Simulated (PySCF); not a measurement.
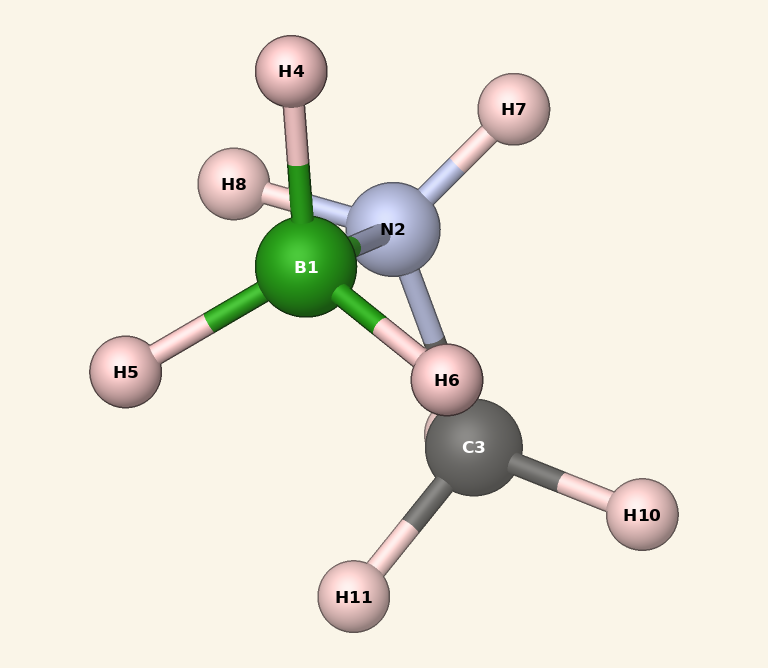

N2 lies behind B1. The molecule seen a little off the B1–N2 bond, B1 in front. Distant atoms are faded towards the background colour. Geometry: a frame of a GFN2-xTB molecular-dynamics simulation, not a minimum.

### What is the torsion angle H4–B1–N2–C3? The sign is positive where the front bond must turn clockwise to cover the back bond.

167°, antiperiplanar (anti). The bonds about B1–N2 are staggered.
